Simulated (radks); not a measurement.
# The series with 2 electrons, He to W⁷²⁺

Aim: how levels and radii change as the nucleus grows at a fixed number of electrons, all in [He].

Program: radks (a radial shooting solver on a logarithmic mesh, Libxc functionals) version 1. Level of theory: scalar-relativistic Kohn-Sham, BLYP, spin-unpolarised, spherical densities, finite nucleus. These are calculated values, not measurements, unless marked.

## 1. The atom as given

* electrons: 2
* ions: He, Ne⁸⁺, Ar¹⁶⁺, Fe²⁴⁺, Se³²⁺, Mo⁴⁰⁺, Sn⁴⁸⁺, Ce⁵⁶⁺, Dy⁶⁴⁺, W⁷²⁺
* configuration: [He]

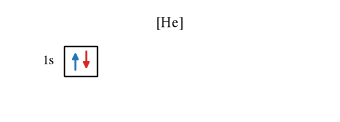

Outer shells as boxes.

In the logs a row gives level, spin channel, occupation and eigenvalue; Etot, Ekin, Encl (electron-nucleus), Eh (Hartree) and Exc are energies, all in hartree; err is the last residual, it the number of iterations.

## 2. He

Settings of this run:

```text
Z 2
configuration [He]
relativity scalar-relativistic
functional b88,lyp
spin unpolarised
nucleus finite rms 1.6755 fm
c 137.035999084
```

Output:

```text
1s      1   2.0000          -0.58490245
Etot -2.9072090542646345
Ekin 2.8743149284273946
Encl -6.748739344687845
Eh 2.0293256896970586
Exc -1.0621103277012427
err 1.5382300441136516e-09
it 141
```

The top filled level is 1s, -15.916 eV.

Sizes of the orbitals, from the radial functions (bohr):

| level | occupation | energy (eV) | <r> | outermost maximum (interpolated) | 90 % within | nodes |
| --- | --- | --- | --- | --- | --- | --- |
| 1s | 2 | -15.916 | 0.9456 | 0.557 | 1.74 | 0 |

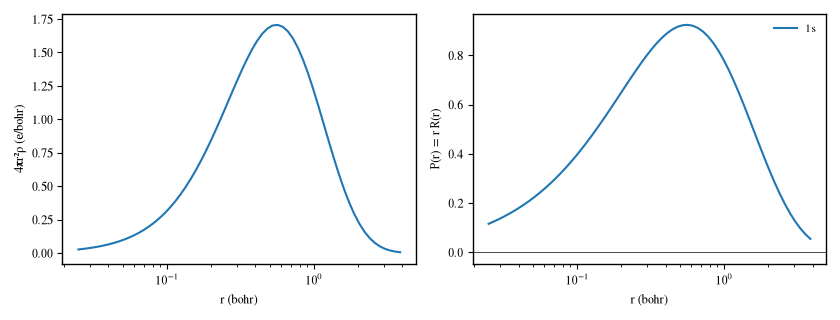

Left: shells in the radial density. Right: radial functions of the outer levels.

## 3. Ne⁸⁺

Settings of this run:

```text
Z 10
configuration [He] 2s0 2p0
relativity scalar-relativistic
functional b88,lyp
spin unpolarised
nucleus finite rms 3.0055 fm
c 137.035999084
```

Output:

```text
1s      1   2.0000         -41.78821832
2s      1   0.0000          -9.59306952
2p      1   0.0000          -9.03049048
Etot -93.9901315261005
Ekin 94.18080181547057
Encl -194.1906686670466
Eh 12.057228328597853
Exc -6.037493003122329
err 1.690357160660008e-09
it 17
```

The top filled level is 1s, -1137.1 eV.

## 4. Ar¹⁶⁺

Settings of this run:

```text
Z 18
configuration [He] 2s0 2p0
relativity scalar-relativistic
functional b88,lyp
spin unpolarised
nucleus finite rms 3.4274 fm
c 137.035999084
```

Output:

```text
1s      1   2.0000        -147.49219529
2s      1   0.0000         -35.72532312
2p      1   0.0000         -34.35850560
Etot -314.16732972634486
Ekin 316.79784735094256
Encl -642.0824256856768
Eh 22.17292682202993
Exc -11.055678213640572
err 1.2836035276836416e-09
it 17
```

1s is the highest filled level (-4013.5 eV).

## 5. Fe²⁴⁺

Settings of this run:

```text
Z 26
configuration [He] 2s0 2p0
relativity scalar-relativistic
functional b88,lyp
spin unpolarised
nucleus finite rms 3.7377 fm
c 137.035999084
```

Output:

```text
1s      1   2.0000        -318.83360606
2s      1   0.0000         -78.53766239
2p      1   0.0000         -75.98221395
Etot -665.7718166972275
Ekin 677.8297568582087
Encl -1359.8949061343383
Eh 32.4610509333643
Exc -16.167718354462203
err 2.0764221450939132e-09
it 15
```

The top filled level is 1s, -8675.9 eV.

## 6. Se³²⁺

Settings of this run:

```text
Z 34
configuration [He] 2s0 2p0
relativity scalar-relativistic
functional b88,lyp
spin unpolarised
nucleus finite rms 4.14 fm
c 137.035999084
```

Output:

```text
1s      1   2.0000        -557.68580450
2s      1   0.0000        -138.52219170
2p      1   0.0000        -134.11436893
Etot -1152.625540374587
Ekin 1189.2724853371421
Encl -2363.4863418576933
Eh 43.01052471668135
Exc -21.422208570717267
err 4.132018736478556e-09
it 13
```

Highest occupied level: 1s at -15175.4 eV.

## 7. Mo⁴⁰⁺

Settings of this run:

```text
Z 42
configuration [He] 2s0 2p0
relativity scalar-relativistic
functional b88,lyp
spin unpolarised
nucleus finite rms 4.4091 fm
c 137.035999084
```

Output:

```text
1s      1   2.0000        -866.77100091
2s      1   0.0000        -216.46465536
2p      1   0.0000        -209.08194504
Etot -1780.260099819312
Ekin 1869.15466024936
Encl -3676.4620433909513
Eh 53.92266079065837
Exc -26.875377468379057
err 3.3848102696310367e-09
it 13
```

Highest occupied level: 1s at -23586 eV.

## 8. Sn⁴⁸⁺

Settings of this run:

```text
Z 50
configuration [He] 2s0 2p0
relativity scalar-relativistic
functional b88,lyp
spin unpolarised
nucleus finite rms 4.6519 fm
c 137.035999084
```

Output:

```text
1s      1   2.0000       -1249.82240115
2s      1   0.0000        -313.48190296
2p      1   0.0000        -301.32025389
Etot -2556.2455517306253
Ekin 2743.396320593183
Encl -5332.3644099049025
Eh 65.3175707394082
Exc -32.59503315831395
err 2.847843761187018e-09
it 13
```

The top filled level is 1s, -34009 eV.

## 9. Ce⁵⁶⁺

Settings of this run:

```text
Z 58
configuration [He] 2s0 2p0
relativity scalar-relativistic
functional b88,lyp
spin unpolarised
nucleus finite rms 4.8771 fm
c 137.035999084
```

Output:

```text
1s      1   2.0000       -1711.82781160
2s      1   0.0000        -431.09785969
2p      1   0.0000        -411.37521276
Etot -3490.6849927903495
Ekin 3848.7804427490864
Encl -7378.142323204216
Eh 77.3430373863937
Exc -38.666149721613536
err 9.563259384560675e-09
it 13
```

1s is the highest filled level (-46581 eV).

## 10. Dy⁶⁴⁺

Settings of this run:

```text
Z 66
configuration [He] 2s0 2p0
relativity scalar-relativistic
functional b88,lyp
spin unpolarised
nucleus finite rms 5.2218 fm
c 137.035999084
```

Output:

```text
1s      1   2.0000       -2259.37027148
2s      1   0.0000        -571.36079017
2p      1   0.0000        -539.90947644
Etot -4596.905959047095
Ekin 5237.522532949106
Encl -9879.416359160137
Eh 90.18649623455535
Exc -45.19862907061937
err 7.158734643635229e-09
it 13
```

Highest occupied level: 1s at -61481 eV.

## 11. W⁷²⁺

Settings of this run:

```text
Z 74
configuration [He] 2s0 2p0
relativity scalar-relativistic
functional b88,lyp
spin unpolarised
nucleus finite rms 5.3658 fm
c 137.035999084
```

Output:

```text
1s      1   2.0000       -2901.24260310
2s      1   0.0000        -737.04007850
2p      1   0.0000        -687.71231936
Etot -5892.7094506500625
Ekin 6985.69874765841
Encl -12930.164126228952
Eh 104.09843678437989
Exc -52.34250886390075
err 4.09593652658086e-09
it 13
```

The top filled level is 1s, -78947 eV.

## 12. All runs together

| ion | E (hartree) | ε(1s) (eV) | <r>(1s) (bohr) |
| --- | --- | --- | --- |
| He | -2.90721 | -15.916 | 0.9456 |
| Ne⁸⁺ | -93.99013 | -1137.1 | 0.1560 |
| Ar¹⁶⁺ | -314.16733 | -4013.5 | 0.08475 |
| Fe²⁴⁺ | -665.77182 | -8675.9 | 0.05790 |
| Se³²⁺ | -1152.62554 | -15175.4 | 0.04373 |
| Mo⁴⁰⁺ | -1780.26010 | -23586 | 0.03492 |
| Sn⁴⁸⁺ | -2556.24555 | -34009 | 0.02887 |
| Ce⁵⁶⁺ | -3490.6850 | -46581 | 0.02443 |
| Dy⁶⁴⁺ | -4596.9060 | -61481 | 0.02100 |
| W⁷²⁺ | -5892.7095 | -78947 | 0.01826 |

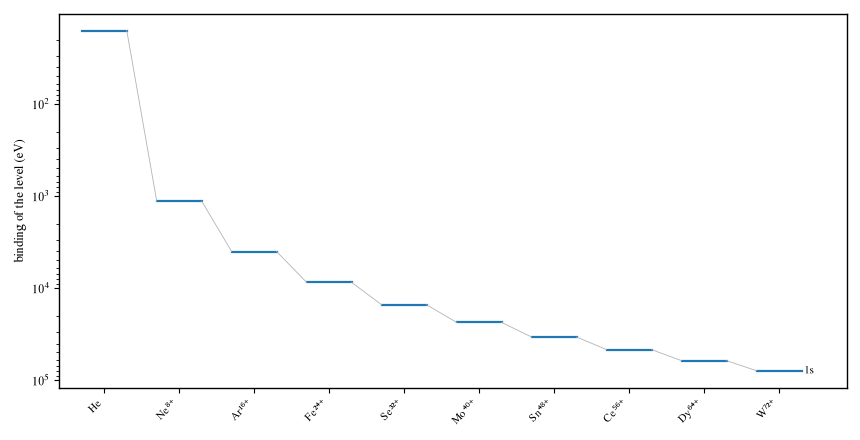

The outer levels along the series, on a logarithmic scale; empty levels red.

From He to W⁷²⁺ the 1s level deepens by a factor 4960 and shrinks by a factor 51.8.
